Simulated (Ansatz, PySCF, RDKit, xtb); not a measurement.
# TaCl3O: ranking a sample of isomers, part 2 of 2

Which of a sample of isomers of TaCl3O is the most stable in the gas at 298.15 K, and what are its properties? The sample is small against all isomers, and the most stable one of this formula need not be in it. One structure proposed beforehand is put among the starts (marked given), to see whether the search confirms or beats it.

xtb, Ansatz and PySCF; isolated molecules.

### 12 Putting it together

Energies in kcal/mol from c633b; G adds the thermal terms to the CCSD(T)/def2-SVP + MP2/def2-TZVPP - MP2/def2-SVP energy. The columns left of the relaxed level are at the tight-binding geometries.

| label | SMILES | spin | r2SCAN-D4/def2-SVP | PBE0-D4/def2-SVP | HF/def2-SVP | MP2/def2-SVP | CCSD(T)/def2-SVP + MP2/def2-TZVPP - MP2/def2-SVP | G | share at equilibrium | T1 |
| --- | --- | --- | --- | --- | --- | --- | --- | --- | --- | --- |
| c633b | [O]=[Ta]([Cl])([Cl])[Cl] | singlet | 0.0 | 0.0 | 0.0 | 0.0 | 0.0 | 0.0 | 100.0 % | 0.019 |
| c053 | [O]=[Ta]([Cl])([Cl])[Cl] | triplet | 92.9 | 84.2 | 75.0 | 98.4 | 91.8 | 89.6 | < 0.1 % | 0.022 |
| c879 | [O]=[Ta]([Cl])([Cl])[Cl] | triplet | 99.3 | 90.7 | 56.9 | 123.0 | 99.0 | 95.5 | < 0.1 % | 0.030 |

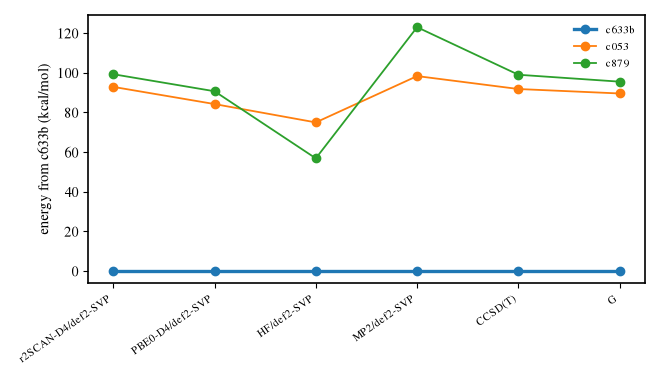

The finalists at each level, measured from c633b.

Lowest found: c633b, `[O]=[Ta]([Cl])([Cl])[Cl]`, a singlet of point group C3v. Bond lengths: Cl1–Ta5 2.292 Å, Cl2–Ta5 2.292 Å, Cl3–Ta5 2.292 Å, O4–Ta5 1.701 Å. Angles: Cl1–Ta5–Cl2 111.9°, Cl1–Ta5–Cl3 111.9°, Cl1–Ta5–O4 106.9°, Cl2–Ta5–Cl3 112.0°, Cl2–Ta5–O4 106.9°, Cl3–Ta5–O4 106.9°.

```xyz
5

Cl   -1.0063    2.5855   -0.0309
Cl    0.1899    0.8999   -3.2179
Cl   -0.8338   -1.2041   -0.2255
O     1.6743    0.8203   -0.3551
Ta    0.0751    0.7772   -0.9324
```

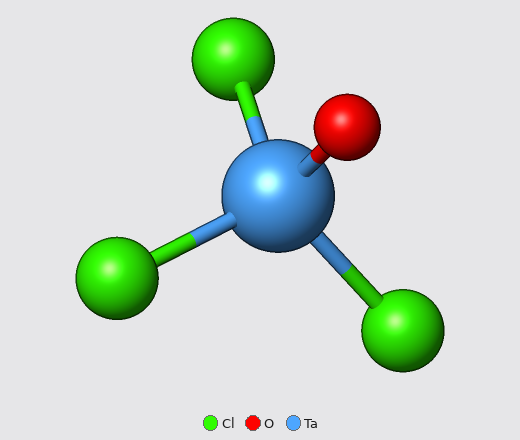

The lowest structure found, seen from a chosen angle (chlorine green, oxygen red, tantalum blue).

### 13 Density, orbitals and dipole (PBE0/def2-TZVPD)

input.yaml

```yaml
crystal:
  periodic: [false, false, false]
  atoms:
    - {symbol: Cl, position_ang: [-1.006250, 2.585531, -0.030917]}
    - {symbol: Cl, position_ang: [0.189946, 0.899902, -3.217869]}
    - {symbol: Cl, position_ang: [-0.833825, -1.204091, -0.225510]}
    - {symbol: O, position_ang: [1.674257, 0.820252, -0.355095]}
    - {symbol: Ta, position_ang: [0.075143, 0.777215, -0.932438]}
basis:
  gaussian:
    orbitals: def2-TZVPD
hamiltonian:
  xc: pbe0
output: {forces: true, orbitals: {seedname: orbitals}}
```

Command:

```console
ansatz run input.yaml --threads 2 --pin off --max-ram 5220MiB --events-out events.jsonl --progress --plain --runs-dir runs
```

Standard output, shortened:

```text
Warning: RAYON_NUM_THREADS=2 ignored (pool sized by the plan → 2); use --threads N
Functional definition: PBE0
  name "PBE0"
[...]
1543 factors; their error is unknown
[...]
mean field -41161.62465411 eV, -1512.6618056873 hartree, gradient 2.9e-5 eV, S^2 0.000000; 0 other end points of the search recorded, 0 dependent functions left out
[...]
reference -41161.62471709 eV, -1512.6618080017 hartree; 36, 36 occupied and 185, 185 virtual orbitals, 1543 factors
Total energy: -41161.62471709 eV, -1512.6618080017 hartree
Atom 0 at    -1.006250     2.585531    -0.030917 Å, force     0.055637    -0.141977    -0.080827 eV/Å
Atom 1 at     0.189946     0.899902    -3.217869 Å, force    -0.037821    -0.010477     0.165192 eV/Å
Atom 2 at    -0.833825    -1.204091    -0.225510 Å, force     0.041147     0.151747    -0.065176 eV/Å
Atom 3 at     1.674257     0.820252    -0.355095 Å, force    -0.042828    -0.001122    -0.015419 eV/Å
Atom 4 at     0.075143     0.777215    -0.932438 Å, force    -0.016135     0.001829    -0.003771 eV/Å
Dipole moment:    -0.315419    -0.008631    -0.114015 e Å
```

Run time: 11 s. Hardware: 2 threads of Intel Xeon Platinum 8259CL at 2.50GHz (Skylake/Cascade Lake), shared host; peak memory 0.75 GiB.

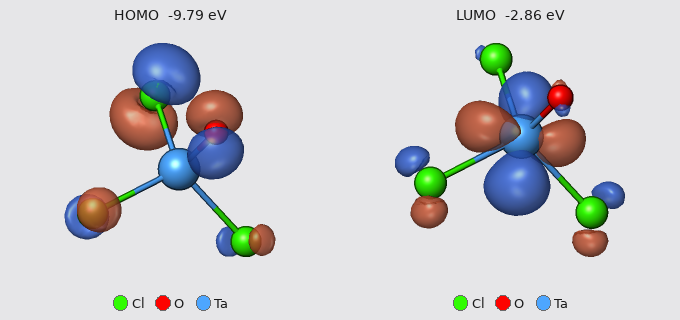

Frontier orbitals of this run, surfaces at ±0.2 Å^-3/2.

### 14 Frequencies after a tight-binding relaxation (GFN2-xTB)

start.xyz

```xyz
5
c633b
Cl    -1.006250     2.585531    -0.030917
Cl     0.189946     0.899902    -3.217869
Cl    -0.833825    -1.204091    -0.225510
O      1.674257     0.820252    -0.355095
Ta     0.075143     0.777215    -0.932438
```

Command:

```console
xtb start.xyz --gfn 2 --ohess tight
```

Standard output, shortened:

```text
* xtb version 6.7.1
[...]
          :  # basis functions                  44          :
[...]
          :  # electrons                        32          :
[...]
          :  Hamiltonian                  GFN2-xTB          :
[...]
          :  net charge                          0          :
          :  unpaired electrons                  0          :
[...]
   *** convergence criteria satisfied after 15 iterations ***
[...]
   *** GEOMETRY OPTIMIZATION CONVERGED AFTER 6 ITERATIONS ***
[...]
   *** convergence criteria satisfied after 3 iterations ***
[...]
         ::                     SUMMARY                     ::
         :::::::::::::::::::::::::::::::::::::::::::::::::::::
         :: total energy             -19.865602774732 Eh    ::
         :: gradient norm              0.000353205604 Eh/a0 ::
         :: HOMO-LUMO gap              3.740301439007 eV    ::
         ::.................................................::
         :: SCC energy               -19.903731393189 Eh    ::
         :: -> isotropic ES            0.062252432016 Eh    ::
         :: -> anisotropic ES          0.003858078399 Eh    ::
         :: -> anisotropic XC         -0.002869765360 Eh    ::
         :: -> dispersion             -0.005527867296 Eh    ::
         :: repulsion energy           0.038128618456 Eh    ::
         :: add. restraining           0.000000000000 Eh    ::
         :: total charge               0.000000000000 e     ::
         :::::::::::::::::::::::::::::::::::::::::::::::::::::
[...]
        16        2.0000           -0.4537621             -12.3475 (HOMO)
        17                         -0.3163088              -8.6072 (LUMO)
[...]
     #   Z          covCN         q      C6AA      α(0)
     1  17 Cl       0.756    -0.177   104.512    15.638
     2  17 Cl       0.756    -0.177   104.511    15.638
     3  17 Cl       0.756    -0.177   104.511    15.638
     4   8 O        0.722    -0.484    23.508     6.497
     5  73 Ta       2.988     1.016   275.856    36.169
[...]
          | TOTAL ENERGY              -19.865602774734 Eh   |
          | TOTAL ENTHALPY            -19.851610386618 Eh   |
          | TOTAL FREE ENERGY         -19.894262827905 Eh   |
          | GRADIENT NORM               0.000353106858 Eh/α |
[...]
```

Run time: 0.36 s. Hardware: 2 threads of Intel Xeon Platinum 8259CL at 2.50GHz (Skylake/Cascade Lake), shared host; peak memory 0.49 GiB.

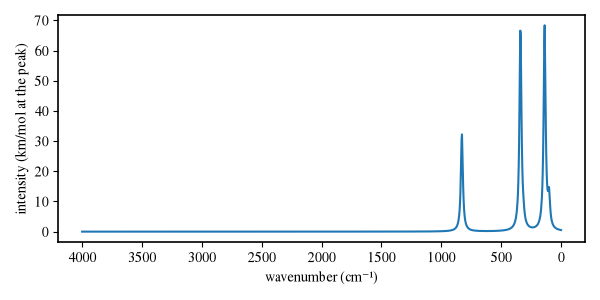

Harmonic infrared spectrum, unscaled, lines broadened by 10 cm⁻¹.

### 15 Electronic excitations (TD-CAM-B3LYP/def2-SVPD)

An in-house driver calls PySCF's response routines at TD-CAM-B3LYP/def2-SVPD; it has no typed input.

Standard output:

```text
coarse grid: 33008 points
cycle   1  E = -1512.3701970566  dE = -1.267e+01  |g| = 9.863e-01  |ddm| = 8.088e+00
cycle   2  E = -1511.9289960470  dE =  4.412e-01  |g| = 1.770e+00  |ddm| = 2.137e+00
cycle   3  E = -1512.5594424146  dE = -6.304e-01  |g| = 4.571e-01  |ddm| = 1.253e+00
cycle   4  E = -1512.6027784092  dE = -4.334e-02  |g| = 1.549e-01  |ddm| = 5.456e-01
cycle   5  E = -1512.6081608606  dE = -5.382e-03  |g| = 2.617e-02  |ddm| = 1.515e-01
cycle   6  E = -1512.6083333260  dE = -1.725e-04  |g| = 3.656e-03  |ddm| = 3.335e-02
cycle   7  E = -1512.6083383263  dE = -5.000e-06  |g| = 8.198e-04  |ddm| = 5.810e-03
final grid: 62000 points
cycle   8  E = -1512.6082786506  dE = -3.191e-07  |g| = 8.726e-04  |ddm| = 2.099e-03
cycle   9  E = -1512.6082781067  dE =  5.438e-07  |g| = 1.951e-03  |ddm| = 1.943e-03
cycle  10  E = -1512.6082788385  dE = -7.318e-07  |g| = 1.480e-04  |ddm| = 1.326e-03
cycle  11  E = -1512.6082788452  dE = -6.713e-09  |g| = 4.265e-05  |ddm| = 1.910e-04
cycle  12  E = -1512.6082788465  dE = -1.255e-09  |g| = 2.605e-05  |ddm| = 1.182e-04
cycle  13  E = -1512.6082788467  dE = -2.406e-10  |g| = 5.272e-06  |ddm| = 4.029e-05
converged SCF energy = -1512.6082788467

Static polarisability (au): isotropic 81.616, principal 72.083 86.381 86.383

Singlet excitations
state   eV       nm        f      main configurations
  1   5.4043    229.4   0.00000   H->L 0.31, H-1->L+1 0.31, H->L+1 0.17
  2   5.5299    224.2   0.00263   H-1->L+1 0.32, H->L 0.32, H-1->L 0.12
  3   5.5300    224.2   0.00263   H->L+1 0.32, H-1->L 0.32, H->L 0.12
  4   5.7235    216.6   0.00452   H-1->L 0.31, H->L+1 0.31, H-1->L+1 0.17
  5   5.9262    209.2   0.00059   H-3->L 0.55, H-3->L+1 0.20, H-2->L+1 0.11
  6   5.9263    209.2   0.00059   H-3->L+1 0.55, H-3->L 0.20, H-2->L 0.11
  7   6.1073    203.0   0.04956   H-2->L 0.49, H-2->L+1 0.23
  8   6.1074    203.0   0.04960   H-2->L+1 0.50, H-2->L 0.23

Triplet excitations (Tamm-Dancoff, eV): 5.2946 5.3170 5.3170
```

Run time: 15 s. Hardware: 2 threads of Intel Xeon Platinum 8259CL at 2.50GHz (Skylake/Cascade Lake), shared host; peak memory 0.61 GiB.

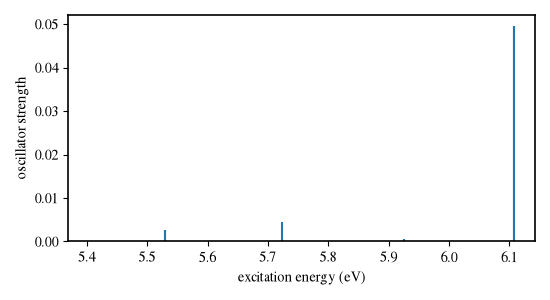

Vertical excitations as sticks.

The roots found:

| excited state | energy (eV) | strength |
| --- | --- | --- |
| 1 | 5.404 | 0.0000 |
| 2 | 5.530 | 0.0026 |
| 3 | 5.530 | 0.0026 |
| 4 | 5.723 | 0.0045 |
| 5 | 5.926 | 0.0006 |
| 6 | 5.926 | 0.0006 |
| 7 | 6.107 | 0.0496 |
| 8 | 6.107 | 0.0496 |

### 16 The cation at the same geometry (PBE0/def2-TZVPD)

input.yaml, as its differences from that of step 13:

```diff
@@ -11,4 +11,7 @@
     orbitals: def2-TZVPD
+total_charge: 1
+magnetization:
+  spin_polarized: true
+  initial_magnetization: 1
 hamiltonian:
-  xc: pbe0
-output: {forces: true, orbitals: {seedname: orbitals}}
+  xc: {name: PBE0}
```

Command:

```console
ansatz run input.yaml --threads 2 --pin off --max-ram 5220MiB --events-out events.jsonl --progress --plain --runs-dir runs
```

Standard output, shortened:

```text
Warning: RAYON_NUM_THREADS=2 ignored (pool sized by the plan → 2); use --threads N
[... 2 set-up lines as earlier in the session ...]
[...]
1543 factors; their error is unknown
[...]
mean field -41149.99164042 eV, -1512.2343003195 hartree, gradient 3.3e-6 eV, S^2 0.774973; 16 other end points of the search recorded, 0 dependent functions left out
reference -41149.99169008 eV, -1512.2343021442 hartree; 36, 35 occupied and 185, 186 virtual orbitals, 1543 factors
Total energy: -41149.99169008 eV, -1512.2343021442 hartree
```

Run time: 3.6 min. Hardware: 2 threads of Intel Xeon Platinum 8259CL at 2.50GHz (Skylake/Cascade Lake), shared host; peak memory 1.4 GiB.

Difference from the parent: 11.63 eV.

### 17 The anion at the same geometry (PBE0/def2-TZVPD)

input.yaml, as its differences from that of step 16:

```diff
@@ -11,3 +11,7 @@
     orbitals: def2-TZVPD
-total_charge: 1
+scf:
+  lower_state_search: off
+total_charge: -1
+hamiltonian:
+  xc: {name: PBE0}
 magnetization:
@@ -15,3 +19 @@
   initial_magnetization: 1
-hamiltonian:
-  xc: {name: PBE0}
```

Command:

```console
ansatz run input.yaml --threads 2 --pin off --max-ram 5220MiB --events-out events.jsonl --progress --plain --runs-dir runs
```

Standard output, shortened:

```text
Warning: RAYON_NUM_THREADS=2 ignored (pool sized by the plan → 2); use --threads N
[... 2 set-up lines as earlier in the session ...]
[...]
1543 factors; their error is unknown
[...]
mean field -41162.75364739 eV, -1512.7032954251 hartree, gradient 2.4e-6 eV, S^2 0.753829; 0 other end points of the search recorded, 0 dependent functions left out
reference -41162.75369727 eV, -1512.7032972580 hartree; 37, 36 occupied and 184, 185 virtual orbitals, 1543 factors
Total energy: -41162.75369727 eV, -1512.7032972580 hartree
Checks for a lower state left out: stability, starts, cluster_reference, orbital_swaps, neighbouring_geometries, increment
```

It took 22 s on 2 threads of Intel Xeon Platinum 8259CL at 2.50GHz (Skylake/Cascade Lake), shared host; peak memory 1 GiB.

Parent less the species with the added electron: 1.13 eV.

### 18 The triplet at the same geometry (PBE0/def2-TZVPD)

input.yaml, as its differences from that of step 17:

```diff
@@ -11,9 +11,7 @@
     orbitals: def2-TZVPD
-scf:
-  lower_state_search: off
-total_charge: -1
-hamiltonian:
-  xc: {name: PBE0}
+total_charge: 0
 magnetization:
   spin_polarized: true
-  initial_magnetization: 1
+  initial_magnetization: 2
+hamiltonian:
+  xc: pbe0
```

Command:

```console
ansatz run input.yaml --threads 2 --pin off --max-ram 5220MiB --events-out events.jsonl --progress --plain --runs-dir runs
```

Standard output:

```text
Warning: RAYON_NUM_THREADS=2 ignored (pool sized by the plan → 2); use --threads N
[... 2 set-up lines as earlier in the session ...]
  parameter a = 0.25
  parameter kappa = 0.804
  parameter beta = 0.06672455060314922
  exchange = (1 - a)*pbe_x(kappa = kappa, mu = beta*pi^2/3) + a*exact_x
  correlation = pbe_c(beta = beta)
1543 factors; their error is unknown
mean field evaluation 1: about -41147.0133 eV, gradient 5.0e1 eV
mean field evaluation 2: about -41013.9526 eV, gradient 1.5e2 eV
mean field evaluation 4: about -41155.6097 eV, gradient 9.9e0 eV
mean field evaluation 8: about -41156.1555 eV, gradient 7.7e-1 eV
mean field evaluation 16: about -41156.5228 eV, gradient 5.7e-1 eV
mean field evaluation 32: about -41156.6346 eV, gradient 4.0e-6 eV
mean field evaluation 64: about -41156.6331 eV, gradient 5.4e-2 eV
mean field -41156.63458726 eV, -1512.4784241130 hartree, gradient 4.0e-6 eV, S^2 2.017038; 8 other end points of the search recorded, 0 dependent functions left out
reference -41156.63465211 eV, -1512.4784264962 hartree; 37, 35 occupied and 184, 186 virtual orbitals, 1543 factors
Total energy: -41156.63465211 eV, -1512.4784264962 hartree
```

Wall time 3.1 min (2 threads of Intel Xeon Platinum 8259CL at 2.50GHz (Skylake/Cascade Lake), shared host); peak memory 1.4 GiB.

It lies 4.99 eV above the singlet.

### 19 What came out

This closing draws on all 2 parts.

```
                                                   quantity                                                                  value
                                     lowest structure found                                 [O]=[Ta]([Cl])([Cl])[Cl], singlet, C3v
                                              next finalist           [O]=[Ta]([Cl])([Cl])[Cl], triplet, 89.6 kcal/mol higher in G
                  share at equilibrium, among the finalists                                                                100.0 %
                                                     funnel  8 starts, 5 minima at GFN2-xTB, 4 screening runs, 3 relaxed, 3 ranked
                                       CPU time of all runs                                                                 53 min
harmonic wavenumbers, lowest and highest (PBE0-D4/def2-SVP)                                                      100 and 1038 cm⁻¹
                        rotational constants, same geometry                                                  0.04918, 0.03296 cm⁻¹
                            dipole moment (PBE0/def2-TZVPD)                                                                 1.61 D
                              HOMO energy (PBE0/def2-TZVPD)                                                               -9.79 eV
                              LUMO energy (PBE0/def2-TZVPD)                                                               -2.86 eV
                            HOMO–LUMO gap (PBE0/def2-TZVPD)                                                                6.93 eV
                 lowest excitation (TD-CAM-B3LYP/def2-SVPD)                                                    5.40 eV (f = 0.000)
        lowest triplet excitation, same level, Tamm-Dancoff                                                                5.29 eV
                                 vertical ionisation energy                                                               11.63 eV
                                 vertical electron affinity                                                                1.13 eV
                              vertical triplet less singlet                                                               +4.99 eV
```

The search ends on `[O]=[Ta]([Cl])([Cl])[Cl]`. Among the finalists first place is clear (89.6 kcal/mol); structures outside the list aren't covered. r2SCAN-D4/def2-SVP, PBE0-D4/def2-SVP, HF/def2-SVP and MP2/def2-SVP already put its bonding pattern lowest among the structures in one piece. The largest share of the time went into recheck (24 %). Spin-orbit coupling, which matters for elements this heavy, is left out. The structure proposed beforehand is the winner. The search is not exhaustive (a finite list of starts, one conformer a finalist), so a lower isomer can't be ruled out. Only 1 drawn pattern was tried, so whole families of isomers are missing, and the result ranks this sample alone.
